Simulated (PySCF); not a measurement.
**CH5B (SMILES [H]B([H])C): levels of theory compared**

Wanted: a comparison of 6 runs (MP2/STO-3G, BCCD(T)/STO-3G, CCSDT(Q)/STO-3G, CCSDT/STO-3G, CISD/STO-3G, FCI/STO-3G) of CH5B. The job is set up through a Python script.

Program for the calculation: PySCF 2.14.0.

4 further runs of the same task are left out: 4 set aside as unsound or not needed.

### 1 Starting point

CH5B: 7 atoms, total charge 0, spin state singlet. As SMILES, `[H]B([H])C`. The shape is that of a GFN2-xTB optimisation.

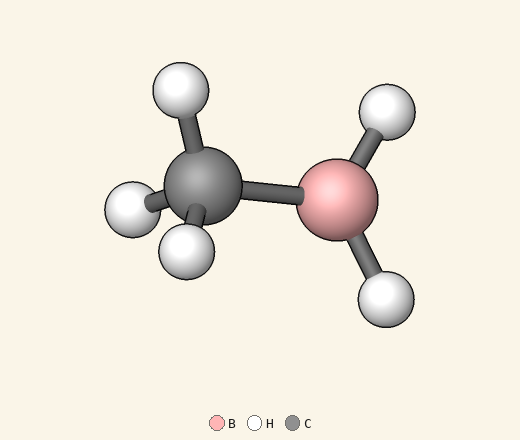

The structure, seen from a chosen angle (boron pink, hydrogen white, carbon grey).

### 2 The energy at MP2/STO-3G (run 1)

The input, geometry.xyz:

```xyz
7

B      0.444840     0.781100     0.006260
H      1.614940     0.782320     0.008990
H     -0.129680     1.798100    -0.061390
C     -0.337160    -0.573970     0.039720
H     -0.405600    -0.929380    -0.991140
H     -1.358290    -0.496260     0.405500
H      0.170950    -1.361910     0.592050
```

The input, run.py:

```python
# BH2Me
from pyscf import gto, scf, mp

mol = gto.M(
    atom='geometry.xyz',
    max_memory=1860,
    basis='sto-3g',
    verbose=3,
    spin=0,
)

hf = scf.RHF(mol)
hf.conv_tol = 1e-10
hf.kernel()
if not hf.converged:
    hf = hf.newton().run(hf.mo_coeff, hf.mo_occ)

pt = mp.MP2(hf, frozen=2).run()
energy = pt.e_tot
print('E = %.10f Eh' % energy)
```

Started as:

```console
$ OMP_NUM_THREADS=1 python run.py
```

The program printed:

```text
converged SCF energy = -64.6674269442918
E(RMP2) = -64.7525207678482  E_corr = -0.0850938235563419
E(SCS-RMP2) = -64.763787446997  E_corr = -0.096360502705155
E = -64.7525207678 Eh
```

Run time: 0.81 s. Hardware: 1 thread of Arm Neoverse V1, shared host; peak memory 0.11 GiB.

### 3 A single-point energy at BCCD(T)/STO-3G (run 2)

The input, run.py:

```python
from pyscf import gto, cc
from pyscf.cc.bccd import bccd_kernel_

molecule = gto.M(
    atom='''
B        0.444840       0.781100       0.006260
H        1.614940       0.782320       0.008990
H       -0.129680       1.798100      -0.061390
C       -0.337160      -0.573970       0.039720
H       -0.405600      -0.929380      -0.991140
H       -1.358290      -0.496260       0.405500
H        0.170950      -1.361910       0.592050
''',
    spin=0,
    max_memory=1860,
    basis='sto-3g',
    charge=0,
    verbose=3,
)

mf = molecule.RHF()
mf.conv_tol = 1e-10
mf.kernel()
if not mf.converged:
    mf = mf.newton().run(mf.mo_coeff, mf.mo_occ)

mycc = cc.CCSD(mf, frozen=2).run()
mycc = bccd_kernel_(mycc, diis=True)
e_t = mycc.ccsd_t()
e_tot = mycc.e_tot + e_t
print('E(%s) = %.9f' % ('BCCD(T)', e_tot))
```

Started as:

```console
$ OMP_NUM_THREADS=1 python run.py
```

The program printed:

```text
converged SCF energy = -64.6674269442918
E(CCSD) = -64.7839231716119  E_corr = -0.1164962273200732
BCCD loop starts.

[... 20 lines left out ...]
CCSD converged
[... 21 lines left out ...]
CCSD converged
[... 19 lines left out ...]
CCSD converged
[... 3 lines left out ...]
E(BCCD(T)) = -64.784585532
```

Run time: 1.1 s. Hardware: 1 thread of Arm Neoverse V1, shared host; peak memory 0.12 GiB.

### 4 The energy at CCSDT(Q)/STO-3G (run 3)

The input, calc.py:

```python
# BH2Me
from pyscf import gto, cc

mol = gto.M(
    atom='''
B      0.840626     1.476065     0.011830
H      3.051794     1.478371     0.016989
H     -0.245060     3.397917    -0.116010
C     -0.637140    -1.084646     0.075060
H     -0.766473    -1.756274    -1.872983
H     -2.566796    -0.937795     0.766284
H      0.323049    -2.573637     1.118812
''',
    spin=0,
    max_memory=1860,
    unit='bohr',
    verbose=3,
    basis='sto-3g',
)

mf = mol.RHF()
mf.conv_tol = 1e-10
mf.kernel()
if not mf.converged:
    mf = mf.newton().run(mf.mo_coeff, mf.mo_occ)

mycc = cc.CCSDT(mf, frozen=2)
mycc.kernel()
e_bracket, e_q = mycc.ccsdt_q()
e_tot = mycc.e_tot + e_q
print('E(%s) = %.9f' % ('CCSDT(Q)', e_tot))
```

Started as:

```console
$ OMP_NUM_THREADS=1 python calc.py
```

The program printed:

```text
converged SCF energy = -64.6674269429785
_make_eris_incore_RCCSDT

WARN: A large `blksize` is being used, which may cause large memory consumption
      for storing contraction intermediates. If memory is sufficient, consider using
      `pyscf.cc.rccsdt_highm.RCCSDT` instead.

WARN: A large `blksize_oovv` is being used, which may cause large memory consumption
      for storing contraction intermediates. If memory is sufficient, consider using
      `pyscf.cc.rccsdt_highm.RCCSDT` instead.

WARN: A large `blksize_oooo` is being used, which may cause large memory consumption
      for storing contraction intermediates. If memory is sufficient, consider using
      `pyscf.cc.rccsdt_highm.RCCSDT` instead.

RCCSDT converged
E(RCCSDT) = -64.7848136399254   E_corr = -0.1173866969469541
E_corr(same-spin) = -0.00584701746956321
E_corr(oppo-spin) = -0.111539679477391
_make_eris_incore_RCCSDT
E(CCSDT(Q)) = -64.784869055
```

It took 1.6 s on 1 thread of Arm Neoverse V1, shared host; peak memory 0.12 GiB.

Runs 4 to 5 aren't shown in full; the table further down has their settings and results.

### 5 A single-point energy at FCI/STO-3G (run 6)

The input, run.py:

```python
# BH2Me
from pyscf import gto, mcscf
from pyscf import fci

mol = gto.M(
    atom='''
B        0.444840       0.781100       0.006260
H        1.614940       0.782320       0.008990
H       -0.129680       1.798100      -0.061390
C       -0.337160      -0.573970       0.039720
H       -0.405600      -0.929380      -0.991140
H       -1.358290      -0.496260       0.405500
H        0.170950      -1.361910       0.592050
''',
    charge=0,
    spin=0,
    max_memory=1860,
    verbose=3,
    basis='sto-3g',
)

mf = mol.RHF()
mf.conv_tol = 1e-10
mf.kernel()
if not mf.converged:
    mf = mf.newton().run(mf.mo_coeff, mf.mo_occ)

cas = mcscf.CASCI(mf, mf.mo_coeff.shape[-1] - 2, (mol.nelec[0] - 2, mol.nelec[1] - 2))  # full CI above the frozen core
cas.fcisolver = fci.direct_spin0.FCI(mol)  # even spin states alone
cas.kernel()
print('<S^2> = %.4f' % cas.fcisolver.spin_square(cas.ci, cas.ncas, cas.nelecas)[0])
energy = cas.e_tot
print(f'total energy: {energy:.8f} hartree')
```

Started as:

```console
$ OMP_NUM_THREADS=1 python run.py
```

The program printed:

```text
converged SCF energy = -64.6674269442918
CASCI E = -64.7848794909142  E(CI) = -29.8699661873900  S^2 = 0.0000000
<S^2> = 0.0000
total energy: -64.78487949 hartree
```

Run time: 39 s. Hardware: 1 thread of Arm Neoverse V1, shared host; peak memory 0.75 GiB.

### 6 All runs side by side

| run | level | energy (Eh) | dipole moment (D) of the reference | HOMO energy (eV) | LUMO energy (eV) | wall time |
| --- | --- | --- | --- | --- | --- | --- |
| 1 | MP2/STO-3G | -64.752521 | 0.33 | -11.73 | 6.90 | 0.81 s |
| 2 | BCCD(T)/STO-3G | -64.784586 | – | – | – | 1.1 s |
| 3 | CCSDT(Q)/STO-3G | -64.784869 | 0.33 | -11.73 | 6.90 | 1.6 s |
| 4 | CCSDT/STO-3G | -64.784814 | 0.33 | -11.73 | 6.90 | 1.1 s |
| 5 | CISD/STO-3G | -64.778428 | 0.33 | -11.73 | 6.90 | 0.75 s |
| 6 | FCI/STO-3G | -64.784879 | 0.33 | -11.73 | 6.90 | 39 s |

### 7 Outcome

```
                                          quantity         value
                               run 6: total energy  -64.78488 Eh
       run 6: dipole moment (Hartree–Fock density)        0.33 D
        run 6: HOMO energy (Hartree–Fock orbitals)     -11.73 eV
        run 6: LUMO energy (Hartree–Fock orbitals)       6.90 eV
      run 6: HOMO–LUMO gap (Hartree–Fock orbitals)      18.63 eV
run 6: correlation energy (2 core orbitals frozen)    -117.5 mEh
```

What this shows: Against full CI in this basis: MP2 +32.4 mEh; BCCD(T) +0.3 mEh; CCSDT(Q) +0.0 mEh; CCSDT +0.1 mEh; CISD +6.5 mEh. In runs 1, 2, 3, 4, 5, 6 the basis is minimal, so the values are rough. All runs together took 44 s, the longest 39 s.
